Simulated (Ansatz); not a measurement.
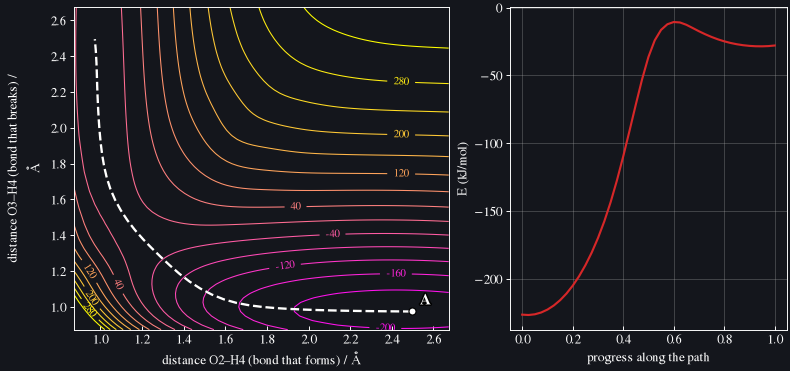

The reacting system BFH₂O₂ (fragments BFH₂O₂ where the first distance is long, BFO + H₂O where the second is long). Coordinates scanned: (1) distance O2–H4 (bond that forms); (2) distance O3–H4 (bond that breaks). Relaxed at each point: all other coordinates. The scan uses a 13 × 13 grid. Points are written as (first, second). All energies are given in kJ/mol relative to a guessed transition structure relaxed with its forming and breaking bonds held. The reference is spin-restricted, so regions where a bond is pulled apart into radicals lie too high. All numbers below come from Ansatz, RKS PBE-D4/def2-SVP.

In the figure: contour lines labelled in kJ/mol (none above 320), a line along the lowest path, the energy along the path at the right, the start A. Between grid points the surface is interpolated.

**Describe the path and its barrier.**

The easiest path runs from the side where the first distance is long, about (2.50 Å, 0.97 Å), to the side where the second distance is long, about (0.97 Å, 2.50 Å). Its highest point, at about (1.13 Å, 1.48 Å), lies about 220 kJ/mol above the start and 17 kJ/mol above the end on the interpolated surface.
